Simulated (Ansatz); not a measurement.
# What NaVSe3 (model cell, started as cubic perovskite with V in the octahedra) distorts into

Wanted: the energy along a soft mode of NaVSe3 (model cell, started as cubic perovskite with V in the octahedra) and the structure at the end.

Main program and level: Ansatz 0.2.0; DFT PBE, scalar-relativistic, plane waves, PAW.

The structure was built from a prototype and need not be the compound's stable phase.

### 1. The structure

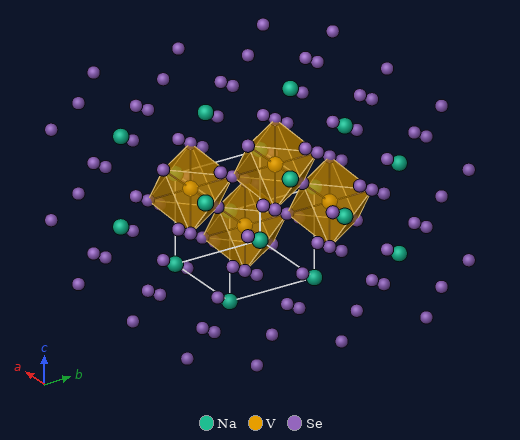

Start, viewed from a free direction; sodium teal, vanadium orange, selenium purple. 2×2×1 cells are drawn. Some periodic images of atoms are drawn too.

Structure file:

```cif
data_structure
_symmetry_space_group_name_H-M 'P 1'
_symmetry_Int_Tables_number 1
_cell_length_a 4.8990
_cell_length_b 4.8990
_cell_length_c 4.8990
_cell_angle_alpha 90.000
_cell_angle_beta 90.000
_cell_angle_gamma 90.000
_cell_volume 117.58
loop_
_atom_site_label
_atom_site_type_symbol
_atom_site_fract_x
_atom_site_fract_y
_atom_site_fract_z
_atom_site_occupancy
Na1 Na 0.00000 0.00000 0.00000 1
V2 V 0.50000 0.50000 0.50000 1
Se3 Se 0.50000 0.50000 0.00000 1
Se4 Se 0.50000 0.00000 0.50000 1
Se5 Se 0.00000 0.50000 0.50000 1
```

### 2. Phonons on a q mesh

The cell comes from relaxations at this level that are not shown. Stability and thermal properties need the whole zone. Linear response on a 2×2×2 q mesh gives force constants as far as a supercell of that size would.

Input file input.yaml:

```yaml
crystal:
  lattice:
    - [4.8990130555, 0.0, 0.0]
    - [0.0, 4.8990130555, 0.0]
    - [0.0, 0.0, 4.8990130555]
  atoms:
    - { symbol: Na, position: [0.0, 0.0, 0.0] }
    - { symbol: V, position: [0.5, 0.5, 0.5] }
    - { symbol: Se, position: [0.5, 0.5, 0.0] }
    - { symbol: Se, position: [0.5, 0.0, 0.5] }
    - { symbol: Se, position: [0.0, 0.5, 0.5] }
kpoints:
  mp_grid: { grid: [6, 6, 6] }
hamiltonian:
  xc: pbe
scf:
  occupations: { method: methfessel_paxton, width: 0.15 }
output:
  eigenvalues: true
phonons:
  method: dfpt
  qmesh: [2, 2, 2]
  temperatures: { t_max: 1000, t_step: 50 }
  qpath:
    path:
      - [[0.0, 0.0, 0.0], [0.0, 0.5, 0.0], [0.5, 0.5, 0.0], [0.0, 0.0, 0.0], [0.5, 0.5, 0.5], [0.0, 0.5, 0.0]]
      - [[0.5, 0.5, 0.5], [0.5, 0.5, 0.0]]
    npoints: 10
```

Command:

```bash
> ansatz run input.yaml --threads 8 --pin off --max-ram 14336MiB --backend cpu --events-out ev --progress --plain --runs-dir out
```

Numbers of over 12 decimals in the logs are rounded to 6 here.

The log of the run:

```text
Engine: ansatz 0.2.0, aarch64-unknown-linux-gnu
Pseudopotentials: kind: paw
Pseudopotential: Na, paw, valence charge 9, recommended cutoff 420 eV (normal), Na.paw.azcp
Pseudopotential: V, paw, valence charge 13, recommended cutoff 420 eV (normal), V.paw.azcp
Pseudopotential: Se, paw, valence charge 16, recommended cutoff 420 eV (normal), Se.paw.azcp
Functional definition: PBE
  parameter kappa = 0.804
  parameter beta = 0.066725
  exchange = pbe_x(kappa = kappa, mu = beta*pi^2/3)
  correlation = pbe_c(beta = beta)
Crystal: 5 atoms, lattice volume = 117.578 Å³
Basis set: ecut = 420 eV, 2325 PW (Γ), exchange–correlation on 72×72×72 points (8 copies of the dense FFT grid, shifted against one another)
Bands: 42, of which v1, the nominal top of the filled ones, is band 35 counted from 1 (34 counted from 0)
Symmetry: 48 space group operations
k-points: 20 of 216
Non-local potential: Na, projectors of the file, l = 0: 3, l = 1: 2, l = 2: 1
Non-local potential: V, projectors of the file, l = 0: 3, l = 1: 2, l = 2: 3, l = 3: 1
Non-local potential: Se, projectors of the file, l = 0: 2, l = 1: 2, l = 2: 3, l = 3: 1
PAW form: soft (Blöchl's): semilocal exchange-correlation on the pseudo side does not see the compensation charge
PAW one-centre angular grid: Na, 110 points (default); XC on 64 Gauss nodes
PAW one-centre angular grid: V, 590 points (default); XC on 64 Gauss nodes
PAW one-centre angular grid: Se, 590 points (default); XC on 64 Gauss nodes
Initial density: superposition of atomic densities (neutral atoms: chi_scale 0, normalization atom), corrected by the library's trained network
Initial wavefunctions: pseudopotential atomic-orbital guess
Functional: x = pbe(κ = 0.804, μ = 0.219515), c = pbe(β = 0.066725)
SCF iter   1: F=—  HF=-20808.359878 eV  |F-HF|=—  |Δ(HF+E_count)|=         —  Δρ=5.90e-3  dr2=7.25e-2  ethr=1.77e-3  ⟨swp⟩=5.7  Hψ=2921  notcnv=0
preconditioner: auto → LDOS  [metal: Δε(μ)=0.007 eV  Ē_g=7.420 eV  σ=0.150 eV  W_gap=0.04  n_scr=26 (ndim 8)  ℏωp=16.8 eV  f_vac=0.121  D(μ)=7.97/eV (n_scr^D=80)  β→1.0]
SCF iter   2: F=—  HF=-20808.357994 eV  |F-HF|=—  |Δ(HF+E_count)|=   1.88e-3  S|Δr|=    0.00e0  Δρ=1.95e-3  dr2=5.30e-3  ethr=1.04e-4  ⟨swp⟩=1.1  Hψ=1003  notcnv=0
SCF iter   3: F=—  HF=-20808.358125 eV  |F-HF|=—  |Δ(HF+E_count)|=   1.31e-4  S|Δr|=    0.00e0  Δρ=8.55e-4  dr2=7.70e-4  ethr=7.57e-6  ⟨swp⟩=2.0  Hψ=1139  notcnv=0
SCF iter   4: F=—  HF=-20808.358057 eV  |F-HF|=—  |Δ(HF+E_count)|=   6.80e-5  S|Δr|=    0.00e0  Δρ=1.27e-4  dr2=2.42e-5  ethr=1.10e-6  ⟨swp⟩=1.5  Hψ=856  notcnv=0
SCF iter   5: F=—  HF=-20808.358059 eV  |F-HF|=—  |Δ(HF+E_count)|=   1.84e-6  S|Δr|=    0.00e0  Δρ=4.98e-5  dr2=4.68e-6  ethr=3.46e-8  ⟨swp⟩=2.0  Hψ=1160  notcnv=0
SCF iter   6: F=—  HF=-20808.358061 eV  |F-HF|=—  |Δ(HF+E_count)|=   2.66e-6  S|Δr|=    0.00e0  Δρ=1.55e-5  dr2=5.92e-7  ethr=6.68e-9  ⟨swp⟩=2.1  Hψ=1476  notcnv=0
SCF iter   7: F=—  HF=-20808.358061 eV  |F-HF|=—  |Δ(HF+E_count)|=   1.02e-7  S|Δr|=    0.00e0  Δρ=3.23e-6  dr2=1.25e-8  ethr=8.45e-10  ⟨swp⟩=2.2  Hψ=1549  notcnv=0
SCF iter   8: F=—  HF=-20808.358061 eV  |F-HF|=—  |Δ(HF+E_count)|=   2.41e-9  S|Δr|=    0.00e0  Δρ=3.46e-6  dr2=2.08e-8  ethr=1.79e-11  ⟨swp⟩=2.0  Hψ=1089  notcnv=0
SCF iter   9: F=—  HF=-20808.358061 eV  |F-HF|=—  |Δ(HF+E_count)|=  9.02e-10  S|Δr|=    0.00e0  Δρ=3.43e-7  dr2=2.28e-10  ethr=1.79e-11  ⟨swp⟩=1.3  Hψ=846  notcnv=0
SCF iter  10: F=-20808.358061 eV  HF=-20808.358061 eV  |F-HF|=7.28e-12  |Δ(HF+E_count)|=    0.00e0  S|Δr|=    0.00e0  Δρ=1.40e-8  dr2=1.57e-13  ethr=1.00e-12  ⟨swp⟩=4.5  Hψ=3588  notcnv=0
SCF 1 converged in 10 iterations: F = -20808.358061 eV  dr2 = 1.57e-13
  greatest PAW one-centre occupation: 1.000 electrons in one spin orbital (limit 2), on the Se atom at site 2 (counted from 0), in its partial waves of l = 2
Initial density: read from a saved state, or passed on in memory by an earlier SCF of this step, an earlier step, the calling program or the single point that the run made first
iter 1 solved again at ethr=2.65e-7 eV; its pass at ethr=3.10e-3 eV (dr2=1.86e-4 eV) is discarded
SCF iter   1: F=—  HF=-20808.358066 eV  |F-HF|=—  |Δ(HF+E_count)|=         —  Δρ=5.83e-7  dr2=1.49e-10  ethr=2.65e-7  ⟨swp⟩=3.0  Hψ=4745  notcnv=0
eigensolver tolerance schedule: the retry pair's looser diagonalisation over-reported the residual by 1244441.38 of it (diagonalisation noise at an unbounded share of the residual, at the tolerance the schedule requests for it); recorded, not acted on — ethr = c·dr2/N_el stays at c = 1.0e-1
preconditioner: auto → LDOS  [metal: Δε(μ)=0.005 eV  Ē_g=7.409 eV  σ=0.150 eV  W_gap=0.03  n_scr=26 (ndim 8)  ℏωp=16.8 eV  f_vac=0.119  D(μ)=8.37/eV (n_scr^D=80)  β→1.0]
SCF iter   2: F=—  HF=-20808.358061 eV  |F-HF|=—  |Δ(HF+E_count)|=   4.23e-6  S|Δr|=    0.00e0  Δρ=5.90e-7  dr2=1.61e-10  ethr=1.00e-12  ⟨swp⟩=3.8  Hψ=2293  notcnv=0
SCF iter   3: F=—  HF=-20808.358061 eV  |F-HF|=—  |Δ(HF+E_count)|=  4.73e-11  S|Δr|=    0.00e0  Δρ=3.08e-7  dr2=3.72e-11  ethr=1.00e-12  ⟨swp⟩=2.0  Hψ=1483  notcnv=0
SCF iter   4: F=—  HF=-20808.358061 eV  |F-HF|=—  |Δ(HF+E_count)|=    0.00e0  S|Δr|=    0.00e0  Δρ=2.27e-7  dr2=2.10e-11  ethr=1.00e-12  ⟨swp⟩=1.0  Hψ=840  notcnv=0
SCF iter   5: F=-20808.358061 eV  HF=-20808.358061 eV  |F-HF|=7.28e-12  |Δ(HF+E_count)|=  3.64e-12  S|Δr|=    0.00e0  Δρ=1.30e-7  dr2=7.31e-12  ethr=1.00e-12  ⟨swp⟩=1.2  Hψ=1790  notcnv=0
SCF 2 converged in 5 iterations: F = -20808.358061 eV  dr2 = 7.31e-12
  greatest PAW one-centre occupation: 1.000 electrons in one spin orbital (limit 2), on the Se atom at site 4 (counted from 0), in its partial waves of l = 2
phonons: the bands overlap, so this run is a metal and interpolates without the dipole-dipole term. If the crystal is really an insulator or semiconductor, its LO-TO splitting is missing
NSCF: frozen V_eff on 20 k-points
WARN: eigensolver did not converge in 2 slots of this pass, the one above among them; of largest residual over every band (k=4): 1 band(s) unlocked (lowest unlocked band 41, counted from 0; max residual 2.67e-4 eV among the unlocked bands, 2.67e-4 eV over every band); of lowest unlocked band (k=4): band 41
NSCF: frozen V_eff on 64 k-points
DFPT response loops at q = (0, 0, 0) (fractional): preconditioner auto → Kerker (q_TF=auto, 2.502 Å⁻¹) (partly filled bands, converged f_vac=0.119); β = 1.00, the filter's whole step (`scf.mixing.beta` (0.50) is not read by the response loops under this deck's `scf.mixing.preconditioner`; to damp them name `kerker` or `kerker_dos`, under which they read `scf.mixing.beta`, and type it under 1.00, their step now; both keys bind the ground state too); Broyden in place of MSR1
NSCF: frozen V_eff on 128 k-points
DFPT response loops at q = (0, 0, -0.5) (fractional): mixed as the last ones told, above
NSCF: frozen V_eff on 128 k-points
DFPT response loops at q = (0, -0.5, -0.5) (fractional): mixed as the last ones told, above
NSCF: frozen V_eff on 128 k-points
DFPT response loops at q = (-0.5, -0.5, -0.5) (fractional): mixed as the last ones told, above
SCF converged after 10 iterations
Stability not checked: this state was not tested for a lower state beside it, because cold or Methfessel-Paxton smearing, or corrected tetrahedra, fill the levels in a way that the test cannot read (fill_not_monotonic; see scf.lower_state_search)
Free energy (F): -20808.358061 eV
Harris-Foulkes:  -20808.358061 eV  (|F-HF|=7.28e-12)
Internal energy: -20808.341253 eV  (E = F + TS)
E sigma→0 (E₀):  -20808.353859 eV
Entropy (-TS):   -0.016808 eV (-3.362 meV/atom)
Fermi energy:    7.540076 eV
Step filling:    the computed levels leave a gap of 0.0032 eV = 0.0 smearing widths at the electron count; against every level under it full and every level over it empty, smearing changes F+E_penalty+E_count by -11.479 meV and its σ→0 estimate by -7.277 meV
--- Per-component energies (eV) ---
  E_band       = -1637.040991
  E_kinetic    = 811.806228
  E_local      = -10477.733814  (includes V_loc(G=0)·N_el)
  E_nonlocal   = -1718.919403
  E_hartree    = 4918.267677
  E_xc         = -481.589583
  E_vxc        = -509.343876  (∫ρ·V_xc dr)
  E_paw        = -7108.908111  (= ΣΔE_a)
  E_vpaw       = 420.616005  (= ΣTr[D̂ρ^β])
  E_aug_tail   = -0.001485  (compensation charges beyond the density's cutoff)
  E_ewald      = -6751.262762
  E_smearing   = -0.016808  (= −TS)
  E_closure    = -0.000000  (closes the sum)
  Σ components = -20808.358061   (vs F -20808.358061, Δ=0.00e0)
--- Band table (eV; the first three rows and the last of 20) ---
  k-point 0: bands = [... 31 lower, 6.4845, 6.6704, 6.6704, 6.6704, 7.3001, 7.3001, 7.3001, 7.7458, ... 3 higher]
  k-point 1: bands = [... 31 lower, 6.2824, 6.3174, 6.6768, 6.9563, 6.9563, 7.6627, 7.6627, 7.7518, ... 3 higher]
  k-point 2: bands = [... 31 lower, 5.2188, 6.0232, 6.6896, 7.0219, 7.0219, 7.7597, 8.1725, 8.1725, ... 3 higher]
  k-point 19: bands = [... 31 lower, 3.7513, 8.0645, 8.0645, 8.0645, 8.1941, 8.1941, 8.1941, 9.7299, ... 3 higher]
--- Phonons (Γ-DFPT): 4 representative perturbations + reference (Σ response iterations 12) ---
  ASR residual: 3.770e-5 → 0.000e0 eV/Å²; symmetrization residual: 6.735e-6 eV/Å²
  ASR residual per site (eV/Å²): 3.77e-5 9.28e-6 1.64e-5 1.64e-5 1.64e-5
  Γ frequencies (cm⁻¹): -143.71 -143.71 -143.71 -26.97 -26.97 -26.97 0.00 0.00 0.00 34.50 34.50 34.50 198.53 198.53 198.53
--- Phonons (arbitrary-q DFPT): 4 irreducible q on the 2×2×2 mesh ---
  q = [0.0000, 0.0000, 0.0000] (star 1, of the zone-centre solve; hermiticity 1.65e-6, symmetrization 1.32e-11): -143.71 -143.71 -143.71 -26.97 -26.97 -26.97 -0.00 0.00 0.00 34.50 34.50 34.50 198.53 198.53 198.53
  q = [0.0000, 0.0000, -0.5000] (star 3, 9 solved perturbations in 504 linear systems a pass and spin channel, the states on 64 of 216 k-point pairs; hermiticity 7.55e-7, symmetrization 2.91e-12): -128.80 -128.80 -11.34 -11.34 31.97 33.17 33.17 40.44 45.11 77.75 77.75 110.09 190.09 190.09 204.56
  q = [0.0000, -0.5000, -0.5000] (star 3, 9 solved perturbations in 504 linear systems a pass and spin channel, the states on 64 of 216 k-point pairs; hermiticity 7.03e-7, symmetrization 2.96e-12): -107.17 -69.47 -61.59 -50.03 -50.03 33.61 45.83 45.83 78.09 78.09 120.90 129.73 129.73 180.91 227.83
  q = [-0.5000, -0.5000, -0.5000] (star 1, 4 solved perturbations in 184 linear systems a pass and spin channel, the states on 64 of 216 k-point pairs; hermiticity 2.88e-7, symmetrization 1.14e-11): -146.43 -146.43 -60.73 -60.73 -60.73 39.29 39.29 39.29 117.06 117.06 117.06 122.19 122.19 122.19 249.25
  sum rule: each row above includes the acoustic sum rule's correction from the zone centre's row sums; it moved no ω² by more than (0.67 cm⁻¹)²
  mesh force constants: q→R imaginary residual 3.98e-18; ASR residual 3.770e-5 → 0.000e0 eV/Å²; symmetrization residual 9.770e-15 eV/Å²
  interpolated dispersion: 62 rows × 15 modes
  density of states and harmonic sums: on the 14×14×14 q-mesh, interpolated from the force constants of a 2×2×2 supercell (no non-analytic term)
  largest difference from the sums on the solved wave vectors: F 5.02e-2 eV, S 7.97e-5 and C_V 2.92e-5 eV/K
  zero-point energy: 0.060153 eV/cell   skipped modes (ω ≤ 0): 655, of them read as no rigid motion or as one in doubt: 652 (5.464e0 modes/cell left out, lowest -146.43 cm⁻¹)   left out of the sums: 3.64e-1 of the cell's modes: C_V's classical limit lies that fraction below 3 k_B per atom; for a crystal, a wire or a layer, F and S can be off by more, and a phonons.interpolated_qmesh denser along its periods is the remedy for the sampling
```

Elapsed: 6.6 min, on 8 threads of Arm Neoverse N1, shared host; peak memory 1.4 GiB.

In the SCF lines HF is the Harris–Foulkes energy and dr2 the Hartree energy of the density residual, in eV; the loop may stop once dr2 is under the threshold and the program's other checks hold. Hψ counts applications of the Hamiltonian.

This run has no spin polarisation, although V can carry a moment.

Numbers from this step:

* volume per atom: 23.52 Å³
* gap on the k-mesh: 0 eV
* sum-rule residual before enforcement: 3.77e-5 eV/Å²
* lowest frequency on the path: -146.4 cm⁻¹
* point group: m-3m
* highest frequency on the path or at a solved wavevector: 249.6 cm⁻¹
* highest optical mode at the zone centre (no LO-TO term): 198.5 cm⁻¹
* lowest optical zone-centre mode: -143.7 cm⁻¹
* lowest mode on the q mesh (acoustic modes at Γ apart): -146.4 cm⁻¹

Frequencies (cm⁻¹) solved at each irreducible wavevector; negative means imaginary. Frequencies by wavevector, by row:

```
q in reciprocal lattice units  star  mode 1  mode 2  mode 3  mode 4  mode 13  mode 14  mode 15
                        0 0 0     1  -143.7  -143.7  -143.7     -27    198.5    198.5    198.5
                     0 0 -0.5     3  -128.8  -128.8   -11.3   -11.3    190.1    190.1    204.6
                  0 -0.5 -0.5     3  -107.2   -69.5   -61.6     -50    129.7    180.9    227.8
               -0.5 -0.5 -0.5     1  -146.4  -146.4   -60.7   -60.7    122.2    122.2    249.2
```

Interpolated from a 2×2×2 q mesh. The phonon branches at the labelled points (cm⁻¹):

```
    point  branch 1  branch 2  branch 3  branch 4  branch 12  branch 13  branch 14  branch 15
        Γ      -144      -144      -144       -27         34        198        198        198
        X      -129      -129       -11       -11        110        190        190        205
        M      -107       -70       -62       -50        130        130        181        228
        Γ      -144      -144      -144       -27         34        198        198        198
        R      -146      -146       -61       -61        122        122        122        249
        X      -129      -129       -11       -11        110        190        190        205
jump to R      -146      -146       -61       -61        122        122        122        249
        M      -107       -70       -62       -50        130        130        181        228
```

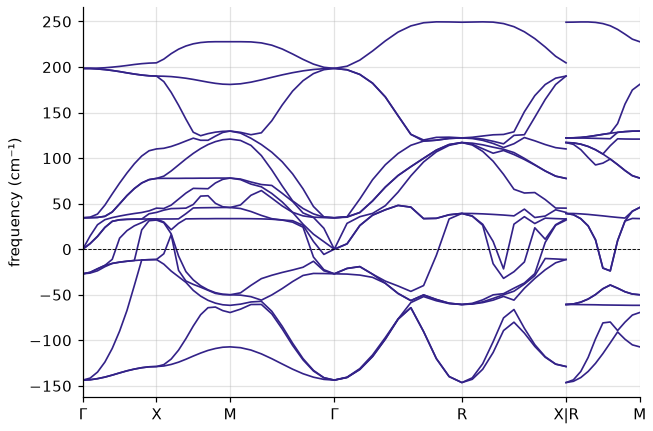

Phonon branches along the path.

Symmetry leaves 4 wavevectors to solve. The lowest mode among them, the acoustic zeros apart, lies at q = (-0.5, -0.5, -0.5) and is imaginary, 146.4i cm⁻¹, so the energy falls along it.

### 3. The mode frozen in, largest atomic shift 0 Å

The mode followed lies at Γ with frequency 143.7i cm⁻¹ and is 3-fold degenerate, one of the unstable modes though not the softest. At small amplitude the distorted cell has space group no. 38 by a symmetry search on the positions. The undistorted cell that holds it gives the zero of energy on the same k mesh.

input.yaml, the sections that differ from step 2:

```yaml
output:
  forces: true
  stress: true
  eigenvalues: true
# crystal, kpoints, hamiltonian, scf: as in step 2
# phonons: removed
```

The log of the run:

```text
[...]
Crystal: 5 atoms, lattice volume = 117.578 Å³
Basis set: ecut = 420 eV, 2325 PW (Γ), exchange–correlation on 72×72×72 points (8 copies of the dense FFT grid, shifted against one another)
Bands: 42, of which v1, the nominal top of the filled ones, is band 35 counted from 1 (34 counted from 0)
Symmetry: 48 space group operations
[...]
k-points: 20 of 216
[...]
k-point 0: bands = [... 31 lower, 6.4846, 6.6705, 6.6705, 6.6705, 7.3001, 7.3001, 7.3001, 7.7458, ... 3 higher]
  k-point 1: bands = [... 31 lower, 6.2825, 6.3174, 6.6768, 6.9563, 6.9563, 7.6627, 7.6627, 7.7518, ... 3 higher]
  k-point 2: bands = [... 31 lower, 5.2189, 6.0232, 6.6896, 7.0219, 7.0219, 7.7597, 8.1725, 8.1725, ... 3 higher]
  k-point 19: bands = [... 31 lower, 3.7513, 8.0645, 8.0645, 8.0645, 8.1942, 8.1942, 8.1942, 9.7298, ... 3 higher]
[key lines of the parts left out:]
SCF converged after 7 iterations
Free energy (F): -20808.358061 eV
Fermi energy:    7.540100 eV
P = ⅓ Tr σ = -0.0014 GPa (-0.014 kbar)
```

Elapsed: 1.8 s, on 8 threads; peak memory 0.58 GiB.

Numbers from this step:

```
pressure                         : -0.001436 GPa
energy from the undistorted cell : 0 meV/atom
```

The run ends at a pressure of 0.00 GPa.

### 4. The mode frozen in, largest atomic shift 0.45 Å

The atoms are moved along the unstable eigenvector, the largest shift by 0.45 Å, with the cell fixed.

input.yaml, the sections that differ from step 3:

```yaml
crystal:
  lattice:
    - [4.8990130555, 0.0, 0.0]
    - [0.0, 4.8990130555, 0.0]
    - [0.0, 0.0, 4.8990130555]
  atoms:
    - { symbol: Na, position: [0.0, -0.0011544233, -0.0011544233] }
    - { symbol: V, position: [0.5, 0.5649514602, 0.5649514602] }
    - { symbol: Se, position: [0.5, 0.4784163293, 0.0016054404] }
    - { symbol: Se, position: [0.5, 0.0016054404, 0.4784163293] }
    - { symbol: Se, position: [0.0, 0.4784163293, 0.4784163293] }
# kpoints, hamiltonian, scf, output: as in step 3
```

The log of the run:

```text
[...]
Crystal: 5 atoms, lattice volume = 117.578 Å³
Basis set: ecut = 420 eV, 2325 PW (Γ), exchange–correlation on 72×72×72 points (8 copies of the dense FFT grid, shifted against one another)
Bands: 42, of which v1, the nominal top of the filled ones, is band 35 counted from 1 (34 counted from 0)
Symmetry: 4 space group operations
[...]
k-points: 52 of 216 (time reversal used)
[...]
k-point 0: bands = [... 31 lower, 5.8138, 5.9898, 6.1151, 6.9911, 7.7271, 8.6258, 8.7346, 8.7570, ... 3 higher]
  k-point 1: bands = [... 31 lower, 5.7134, 5.9152, 6.0650, 6.7900, 7.8859, 8.2733, 8.7401, 8.8744, ... 3 higher]
  k-point 2: bands = [... 31 lower, 5.2612, 5.7227, 5.8845, 6.6977, 8.1210, 8.3351, 8.7538, 8.8731, ... 3 higher]
  k-point 51: bands = [... 31 lower, 4.4354, 7.6683, 7.7844, 7.9332, 7.9555, 8.2858, 8.5252, 9.9553, ... 3 higher]
[key lines of the parts left out:]
SCF converged after 7 iterations
Free energy (F): -20808.579272 eV
Fermi energy:    7.717627 eV
P = ⅓ Tr σ = 2.7216 GPa (27.216 kbar)
```

Wall time 5.1 s (8 threads); peak memory 0.6 GiB; 38 s of CPU time.

This step gave:

| Property | Result |
| --- | --- |
| pressure | 2.722 GPa |
| energy from the undistorted cell | -45.05 meV/atom |

The energy, extrapolated to zero smearing, is -45.05 meV/atom against the undistorted cell.

The run ends at a pressure of 2.72 GPa, with forces up to 1.1 eV/Å.

(Part 1 of 3 ends here.)

[Logs are printed without paths, hosts, clocks, repeated set-up lines and the standing remarks that a program may print on its own settings, such as how far it seeks lower states.]

[Hosts, paths, dates, database ids (printed as entryN), source tags and the programs' standing remarks are cut or masked in the printed files.]
